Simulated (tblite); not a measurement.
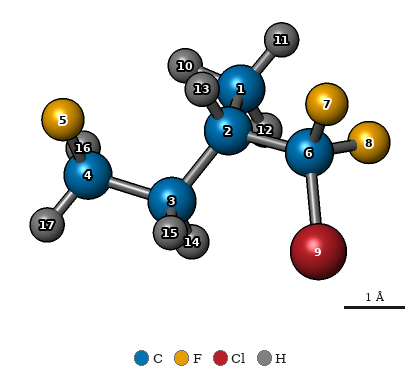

Figure 1. The starting structure (ball-and-stick view, seen at a tilt; atoms are numbered from 1 in the order of the input). Bond lengths as drawn: C–C 1.52 to 1.54 Å, C–Cl 1.79 Å, C–F 1.35 to 1.37 Å and C–H 1.09 to 1.10 Å.

Saddle-point search, with input and output: C$_{5}$H$_{8}$ClF$_{3}$

C$_{5}$H$_{8}$ClF$_{3}$, computed with GFN2-xTB saddle search (eigenvector following) and harmonic vibrations, gas phase (tblite 0.8.0).

The program's output:
```
step      E/eV     max force
  0    -912.72323   0.0457
  1    -912.72276   0.0899
  2    -912.72399   0.0372
  3    -912.72330   0.0427
  4    -912.72210   0.1072
  5    -912.72301   0.0286
  6    -912.72253   0.0126
  7    -912.72243   0.0142
  8    -912.72244   0.0000
lowest wavenumbers (cm-1): -58.2 39.4 104.0 184.3 217.5 253.1
```

Trajectory as extended XYZ (Å, eV, eV/Å), 6 of the 9 frames kept, from step=0 to step=8:
```
17
Properties=species:S:1:pos:R:3:forces:R:3 step=0 energy=-912.72323
C    -0.5574    1.4817    0.0303    0.0190   0.0030   0.0050
C    -0.3482    0.0296   -0.4016    0.0140  -0.0160  -0.0160
C     0.6315   -0.7124    0.5179   -0.0120   0.0270  -0.0260
C     2.0475   -0.1602    0.3989    0.0120  -0.0070  -0.0120
F     2.4451   -0.1514   -0.9161    0.0310  -0.0110   0.0100
C    -1.7190   -0.6645   -0.5239   -0.0170   0.0020   0.0050
F    -2.0420   -0.8342   -1.8232    0.0030   0.0050   0.0010
F    -2.7193    0.0781   -0.0143   -0.0270  -0.0080   0.0360
Cl   -1.8468   -2.2703    0.2569   -0.0100  -0.0200  -0.0190
H     0.3800    2.0276   -0.0154    0.0010  -0.0300  -0.0050
H    -1.2647    1.9798   -0.6277   -0.0090  -0.0120   0.0000
H    -0.9433    1.5185    1.0466    0.0110   0.0410  -0.0030
H     0.0744    0.0092   -1.4129   -0.0050   0.0250   0.0010
H     0.3162   -0.6370    1.5590   -0.0090  -0.0130  -0.0090
H     0.6572   -1.7644    0.2326    0.0120  -0.0010   0.0130
H     2.1335    0.8692    0.7578   -0.0170  -0.0020  -0.0010
H     2.7554   -0.7994    0.9351    0.0040   0.0170   0.0190
17
Properties=species:S:1:pos:R:3:forces:R:3 step=2 energy=-912.72399
C    -0.5549    1.4819    0.0372    0.0090  -0.0010  -0.0020
C    -0.3518    0.0320   -0.4054    0.0070  -0.0040  -0.0070
C     0.6336   -0.7177    0.5014   -0.0040   0.0110  -0.0100
C     2.0474   -0.1573    0.3997    0.0060  -0.0010  -0.0030
F     2.4697   -0.1606   -0.9073    0.0130  -0.0080   0.0060
C    -1.7231   -0.6645   -0.5216    0.0060   0.0020   0.0080
F    -2.0366   -0.8629   -1.8185   -0.0060   0.0060  -0.0230
F    -2.7270    0.0877   -0.0344   -0.0200   0.0120   0.0290
Cl   -1.8576   -2.2535    0.2916    0.0000  -0.0250  -0.0050
H     0.3849    2.0223   -0.0129    0.0040  -0.0080  -0.0080
H    -1.2642    1.9847   -0.6148   -0.0100  -0.0030  -0.0030
H    -0.9338    1.5202    1.0557    0.0070   0.0140   0.0050
H     0.0628    0.0233   -1.4201   -0.0010   0.0060  -0.0010
H     0.3143   -0.6626    1.5423   -0.0060  -0.0050   0.0030
H     0.6677   -1.7651    0.2006    0.0050  -0.0060   0.0020
H     2.1187    0.8764    0.7490   -0.0070   0.0020  -0.0010
H     2.7498   -0.7843    0.9574    0.0000   0.0090   0.0110
17
Properties=species:S:1:pos:R:3:forces:R:3 step=3 energy=-912.72330
C    -0.5511    1.4814    0.0458   -0.0020   0.0040   0.0020
C    -0.3542    0.0347   -0.4104   -0.0020  -0.0040  -0.0010
C     0.6350   -0.7250    0.4841    0.0000  -0.0030   0.0030
C     2.0456   -0.1536    0.4023    0.0050  -0.0050  -0.0020
F     2.4917   -0.1660   -0.8971    0.0010   0.0000   0.0170
C    -1.7261   -0.6632   -0.5221   -0.0210   0.0000  -0.0090
F    -2.0248   -0.9019   -1.8172    0.0010   0.0120   0.0410
F    -2.7349    0.1060   -0.0692    0.0200  -0.0290  -0.0050
Cl   -1.8723   -2.2281    0.3393   -0.0010   0.0190  -0.0230
H     0.3867    2.0234   -0.0244   -0.0070  -0.0040  -0.0040
H    -1.2766    1.9866   -0.5871    0.0070  -0.0070   0.0060
H    -0.9063    1.5150    1.0735    0.0080   0.0040  -0.0130
H     0.0535    0.0360   -1.4281   -0.0030   0.0010   0.0030
H     0.3102   -0.6934    1.5248    0.0030  -0.0010  -0.0130
H     0.6789   -1.7667    0.1629    0.0000   0.0110   0.0060
H     2.1015    0.8839    0.7436   -0.0010  -0.0070  -0.0050
H     2.7431   -0.7691    0.9795   -0.0090   0.0090  -0.0040
17
Properties=species:S:1:pos:R:3:forces:R:3 step=5 energy=-912.72301
C    -0.5527    1.4818    0.0523   -0.0020   0.0040   0.0010
C    -0.3549    0.0375   -0.4109    0.0010   0.0000   0.0000
C     0.6355   -0.7250    0.4797    0.0010  -0.0010   0.0020
C     2.0462   -0.1545    0.4001    0.0170  -0.0020  -0.0030
F     2.5018   -0.1860   -0.8960   -0.0050   0.0030   0.0280
C    -1.7255   -0.6629   -0.5243    0.0050   0.0010   0.0040
F    -2.0167   -0.9132   -1.8176   -0.0040   0.0030  -0.0100
F    -2.7374    0.1080   -0.0842   -0.0070   0.0050   0.0100
Cl   -1.8756   -2.2190    0.3492    0.0020  -0.0100  -0.0030
H     0.3830    2.0267   -0.0228   -0.0050  -0.0020  -0.0020
H    -1.2841    1.9875   -0.5732    0.0070  -0.0050   0.0040
H    -0.9003    1.5108    1.0827    0.0040   0.0020  -0.0110
H     0.0516    0.0444   -1.4290   -0.0010  -0.0010   0.0020
H     0.3110   -0.6969    1.5203    0.0000   0.0000  -0.0020
H     0.6797   -1.7655    0.1554    0.0000   0.0030   0.0040
H     2.0990    0.8880    0.7266    0.0030  -0.0150  -0.0070
H     2.7395   -0.7617    0.9919   -0.0150   0.0160  -0.0160
17
Properties=species:S:1:pos:R:3:forces:R:3 step=6 energy=-912.72253
C    -0.5541    1.4819    0.0589    0.0000   0.0000   0.0000
C    -0.3558    0.0398   -0.4104   -0.0010   0.0000  -0.0010
C     0.6361   -0.7257    0.4760    0.0000   0.0000   0.0000
C     2.0470   -0.1554    0.3966    0.0020   0.0000   0.0000
F     2.5015   -0.1817   -0.8993   -0.0010   0.0000   0.0030
C    -1.7251   -0.6633   -0.5261   -0.0060   0.0000  -0.0030
F    -2.0017   -0.9386   -1.8182    0.0000   0.0040   0.0120
F    -2.7424    0.1155   -0.1120    0.0080  -0.0080  -0.0010
Cl   -1.8838   -2.2035    0.3751    0.0000   0.0050  -0.0060
H     0.3820    2.0265   -0.0121   -0.0010   0.0000  -0.0010
H    -1.2835    1.9908   -0.5658    0.0010  -0.0010   0.0000
H    -0.9034    1.5068    1.0885    0.0010   0.0000  -0.0020
H     0.0498    0.0517   -1.4288    0.0000  -0.0010   0.0000
H     0.3132   -0.7004    1.5171    0.0000   0.0000   0.0000
H     0.6792   -1.7653    0.1489    0.0000   0.0000   0.0010
H     2.1009    0.8855    0.7269    0.0000  -0.0020  -0.0010
H     2.7402   -0.7646    0.9849   -0.0020   0.0020  -0.0010
17
Properties=species:S:1:pos:R:3:forces:R:3 step=8 energy=-912.72244
C    -0.5555    1.4820    0.0637    0.0000   0.0000   0.0000
C    -0.3563    0.0415   -0.4101    0.0000   0.0000   0.0000
C     0.6366   -0.7258    0.4738    0.0000   0.0000   0.0000
C     2.0476   -0.1563    0.3937    0.0000   0.0000   0.0000
F     2.5013   -0.1818   -0.9023    0.0000   0.0000   0.0000
C    -1.7243   -0.6636   -0.5276    0.0000   0.0000   0.0000
F    -1.9915   -0.9546   -1.8179    0.0000   0.0000   0.0000
F    -2.7448    0.1195   -0.1305    0.0000   0.0000   0.0000
Cl   -1.8891   -2.1926    0.3908    0.0000   0.0000   0.0000
H     0.3808    2.0266   -0.0035    0.0000   0.0000   0.0000
H    -1.2834    1.9930   -0.5610    0.0000   0.0000   0.0000
H    -0.9070    1.5036    1.0925    0.0000   0.0000   0.0000
H     0.0491    0.0570   -1.4285    0.0000   0.0000   0.0000
H     0.3150   -0.7017    1.5154    0.0000   0.0000   0.0000
H     0.6785   -1.7651    0.1453    0.0000   0.0000   0.0000
H     2.1023    0.8843    0.7248    0.0000   0.0000   0.0000
H     2.7409   -0.7662    0.9812    0.0000   0.0000   0.0000
```

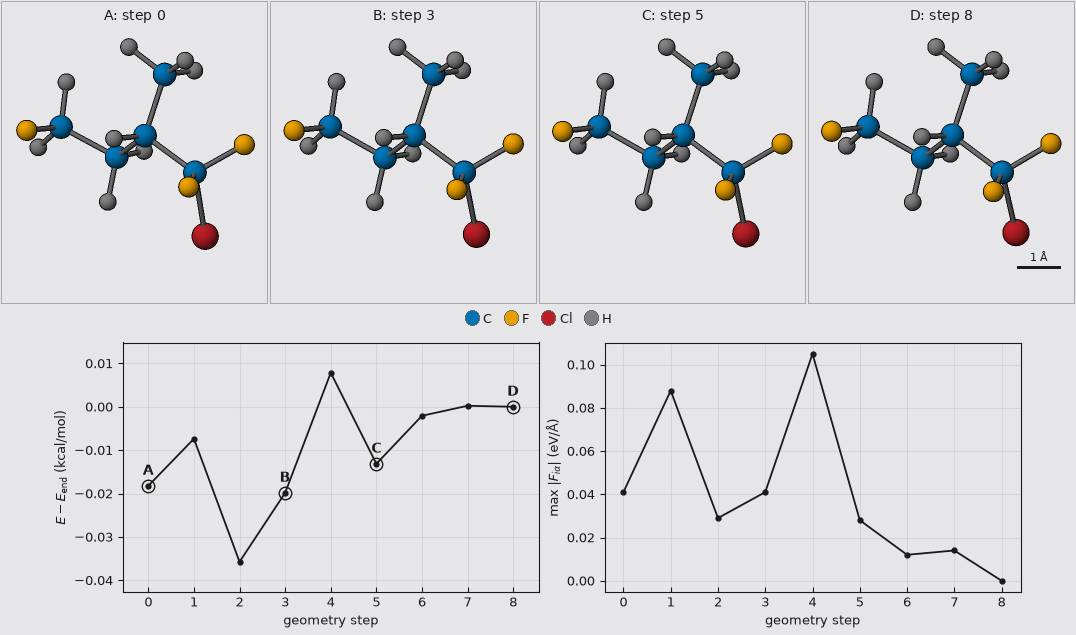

Figure 2. Frames of the saddle-point search (ball-and-stick view, seen at a tilt) above the curves, on which the letters mark them (steps are counted from 0).

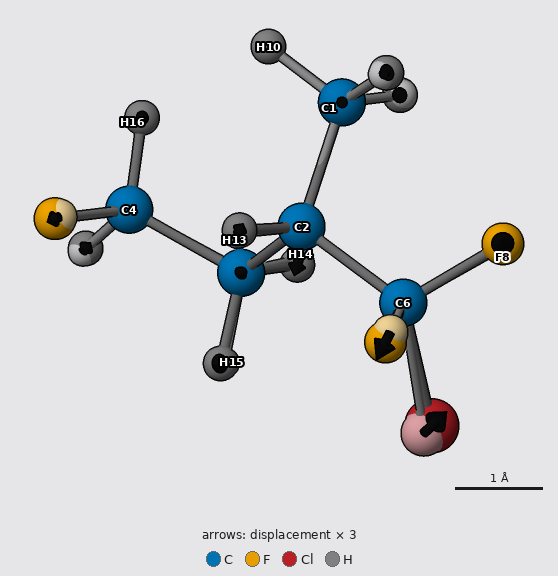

Figure 3. Start (faint) and end (solid) with the displacements as black arrows, magnified 3 times (ball-and-stick view, seen at a tilt). The two geometries are laid on each other by the best rigid fit. The atom that moves furthest after the best rigid fit is Cl9 (0.16 Å). By element the largest moves are Cl 0.16 Å, F 0.13 Å, H 0.09 Å, C 0.05 Å. After 8 geometry steps the energy has risen by 0.02 kcal/mol. The largest force component goes from 0.041 to under 0.0001 eV/Å. (Atoms are counted from 1 in the order of the input.)

The run was set up as follows.

Input:
```
{"job": {"xc": "GFN2-xTB", "basis": "xTB", "kind": "saddle"}, "charge": 0, "multiplicity": 1}
C     -0.557359     1.481740     0.030331
C     -0.348224     0.029624    -0.401635
C      0.631529    -0.712385     0.517938
C      2.047463    -0.160187     0.398870
F      2.445055    -0.151367    -0.916065
C     -1.718958    -0.664516    -0.523908
F     -2.041992    -0.834180    -1.823180
F     -2.719331     0.078064    -0.014329
Cl    -1.846844    -2.270332     0.256940
H      0.380020     2.027570    -0.015426
H     -1.264714     1.979809    -0.627739
H     -0.943279     1.518496     1.046584
H      0.074368     0.009247    -1.412940
H      0.316228    -0.637023     1.558973
H      0.657165    -1.764358     0.232639
H      2.133461     0.869211     0.757804
H      2.755410    -0.799413     0.935141
```

The first line tells a small driver script what to run in tblite; the rest is the geometry in Å.

Launch command:
```bash
OMP_NUM_THREADS=1 python <driver script> task.json out
```

Key numbers:

```tsv
quantity	value
outcome	converged
total energy	−912.7224 eV
point group	C1
hardware	1 CPU thread, shared host
wall time	2.9 s
peak memory	0.19 GiB
```
